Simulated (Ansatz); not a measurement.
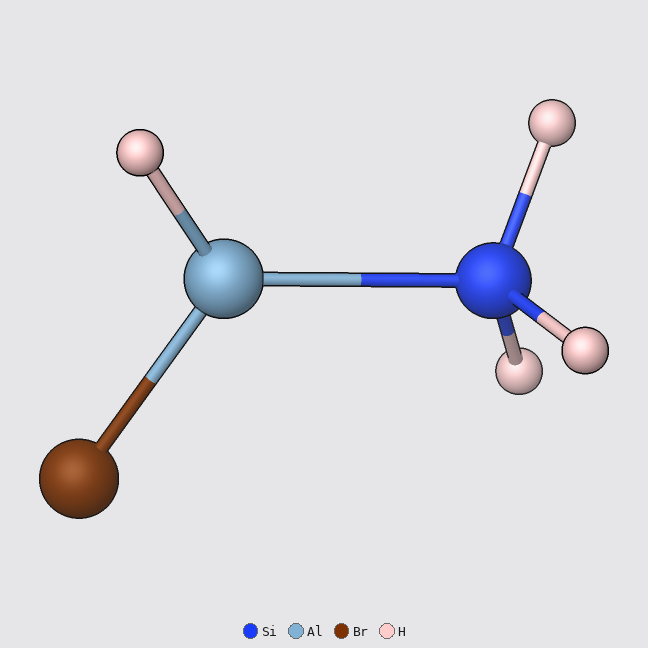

Rendered structure (ball-and-stick style). Every bond is drawn as one stick, whatever its order.

Describe the molecule.

Formula AlBrH₄Si. SMILES: `[SiH3][AlH][Br]`. Among its groups: Si–H bond. This geometry has C1 symmetry. Coordination: 1 Si tetrahedral; 1 Al trigonal planar.

More results for the same structure follow; atom numbers are the same in all pictures, views and colours differ. Computed geometry: PBE0-D4/def2-TZVP optimisation.

### Shape

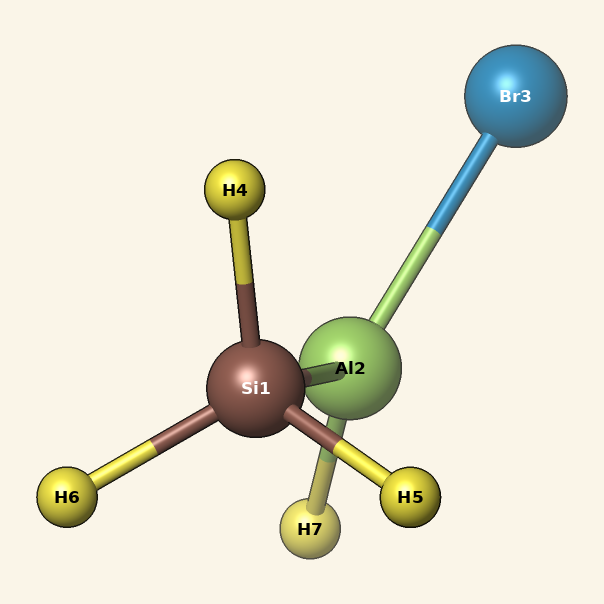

Al2 lies behind Si1. The molecule seen a little off the Si1–Al2 bond, Si1 in front. Atoms fade into the background with distance from the viewer.

What is the torsion angle H4–Si1–Al2–Br3? The sign is positive where the front bond must turn clockwise to cover the back bond.

26°, synperiplanar.

### Charges

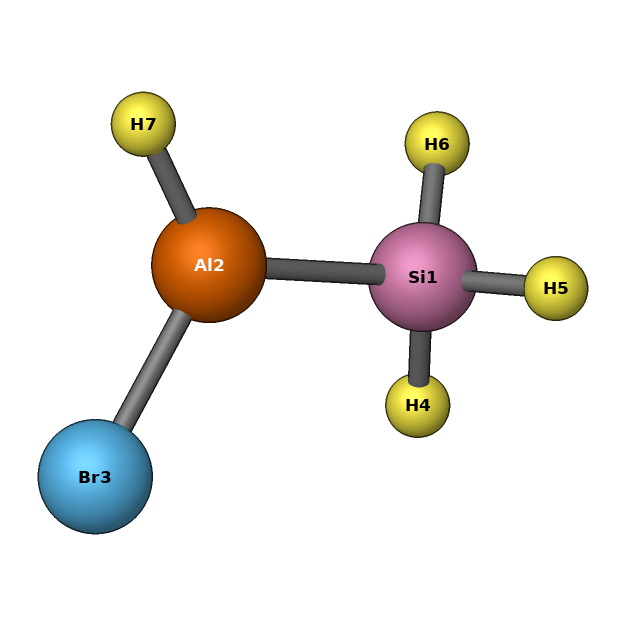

The questions are on Mulliken charges. Properties computed with RKS r2SCAN-D4/def2-TZVPP (Ansatz 0.2.0).

Give the Mulliken charges atom by atom.

```csv
atom,value (e)
Si1,0.03
Al2,0.54
Br3,−0.25
H4,−0.05
H5,−0.06
H6,−0.06
H7,−0.15
```

### Electronic properties

Method: RKS B3LYP-D4/def2-TZVPP (Ansatz 0.2.0).

What does the calculation give?

- dipole moment: 1.23 D
- HOMO energy (Kohn–Sham orbital): −7.51 eV
- LUMO energy (Kohn–Sham orbital): −2.26 eV
- HOMO–LUMO gap: 5.26 eV
- dispersion correction: −22.2 kJ/mol

### Vibrations

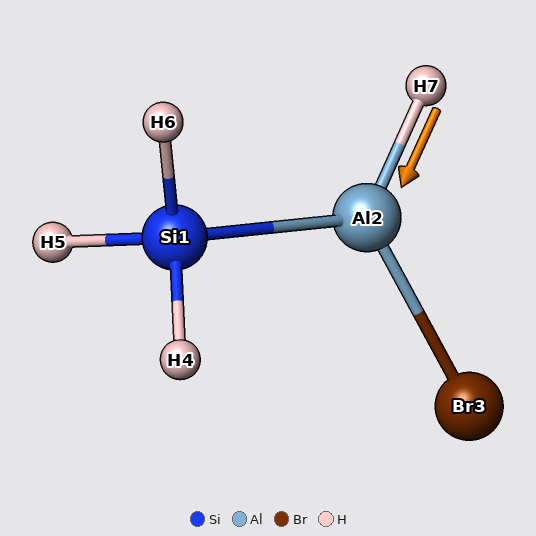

The arrows show one normal mode. Harmonic vibrations computed with RKS PBE0-D4/def2-TZVP (Ansatz 0.2.0) at a stationary point of the same level.

Describe the motion.

Mostly Al–H stretching.

Estimate its harmonic wavenumber.

1941 cm⁻¹; it is mode 12 of 15 counted from the lowest.

Mulliken values depend strongly on the basis set and can even reverse the polarity of a bond.
